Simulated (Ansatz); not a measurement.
```xyz
12

C    -0.9490   -0.0176    1.7960
C    -0.3924   -0.0284    0.4295
C     0.8046   -0.3203   -0.0902
C     0.4882   -0.2225   -1.5512
O     1.2167    0.6217   -2.3550
S    -1.2688    0.3068   -1.0760
H    -1.7691   -0.7363    1.8807
H    -0.1813   -0.2747    2.5278
H    -1.3555    0.9668    2.0432
H     1.7329   -0.6230    0.3804
H     0.4147   -1.1823   -2.0651
H     1.3361    1.4546   -1.8862
```

Geometry: PBE0-D4/def2-TZVP.

Level of theory: RKS PBE0-D4/def2-TZVPP in Ansatz.

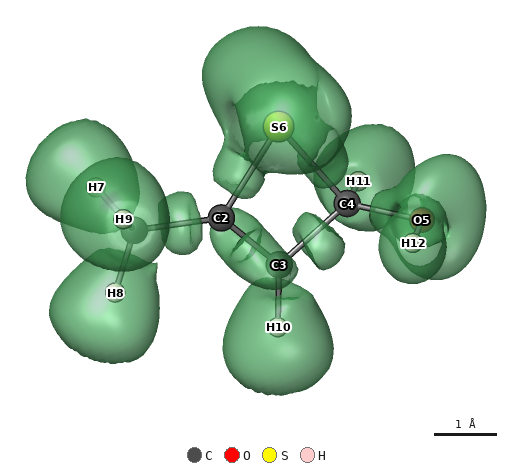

C$_{4}$H$_{6}$OS (SMILES CC1=CC(O)S1). Isosurface of the ELF at 0.75 (green), seen at a tilt. Only the valence region is drawn (cores and ρ < 0.01 e/Å³ removed).

### Identify the bonds, lone pairs and shells in this picture.

At this value the surface marks out three regions between bonded C–C atoms (shared pairs), five regions around hydrogen nuclei, one region on S in which the atom's valence shell and bonds are merged and one joined region spread over several atoms (H, O), in which their bonds and any lone pairs are merged. Profiles from the grid: C–C (1.34 Å): the ELF peaks at about 0.95 between the atoms: a short, multiple covalent bond. C–O (1.37 Å): the ELF peaks at about 0.90 between the atoms; a polar covalent bond.
